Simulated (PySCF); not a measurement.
CH8O4PSi2 (SMILES C[Si]([SiH3])OP(=O)(O)O) (doublet)

Input

```
{"job": {"kind": "epr"}, "charge": 0, "multiplicity": 2}
Si    -0.744216     0.475738    -0.835214
Si    -1.006695     1.379831     1.320480
C     -0.128939     1.699030    -2.114664
O      0.434470    -0.763165    -0.818088
P      0.865853    -1.916880     0.177372
O      2.187645    -2.528528    -0.036453
O      0.693976    -1.235763     1.640524
O     -0.407105    -2.891349     0.090053
H     -1.740419     0.438975     2.213807
H      0.291372     1.777471     1.953349
H     -1.835022     2.617061     1.145381
H     -0.820871     2.552588    -2.184176
H      0.869800     2.075339    -1.838765
H     -0.058128     1.225981    -3.105815
H      1.559486    -1.128869     2.055925
H     -0.172666    -3.788752     0.358404
```

Command:

```sh
OMP_NUM_THREADS=1 python cluster_run.py task.json out
```

Geometry: PBE0-D3(BJ)/def2-SVP.

Method: PySCF 2.14.0, density-fitted response routines, UKS B3LYP, IGLO-III on C O P Si, pcH-1 on H, non-relativistic, mean-field spin-orbit, GIAO.

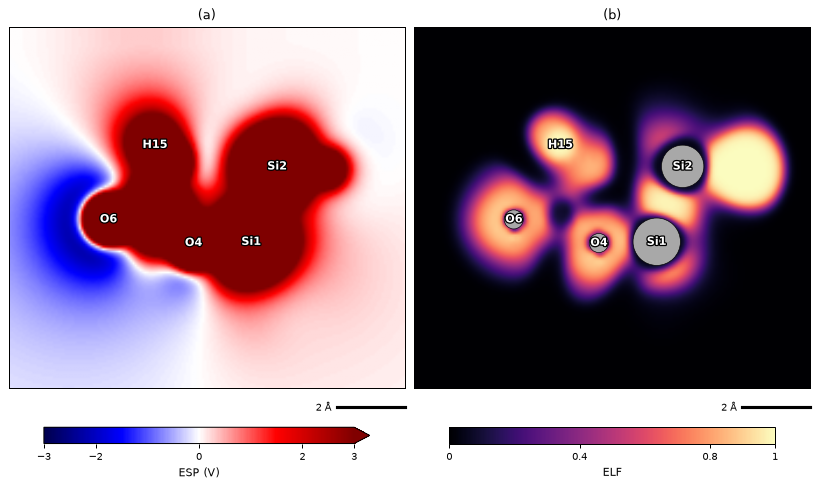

Figure 1. (a) electrostatic potential; (b) electron localisation function on the plane of atoms Si2, Si1 and O4. Grey discs cover the atomic cores in the ELF map.

**Describe what can be read from this map.**

- The plane passes through Si, O and H nuclei.
- Si–O (1.71 Å): the ELF peaks at about 0.85 between the atoms, as expected for a shared but strongly polarised pair.
- Si–Si (2.35 Å): the ELF peaks at about 1 between the atoms (a shared electron pair).
- The ELF also peaks beside O4, O6 and O7, away from the bonds: non-bonding electrons, paired or unpaired.
- Outside the dense part of the molecule the potential is most negative (−2.2 V) near O6.

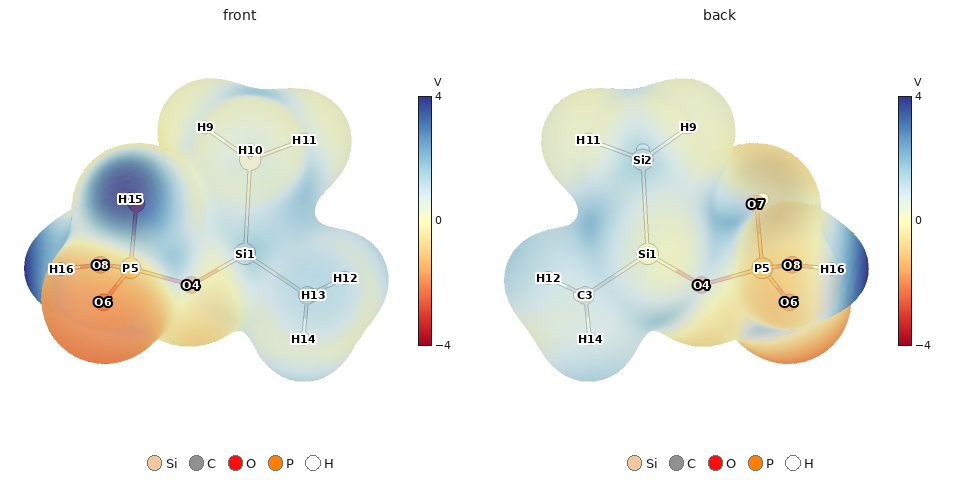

Figure 2. The molecular electrostatic potential painted on the density surface at 0.004 e/bohr³, seen from the front and from behind; red is negative and blue positive.

**Where is the surface potential most negative and most positive?**

The most negative region (about −2.1 V, or −48 kcal/mol for a unit charge) lies over O6, the most positive (about +3.9 V, or +90 kcal/mol for a unit charge) over H15 and H16. O6 is the likeliest acceptor of a hydrogen bond.
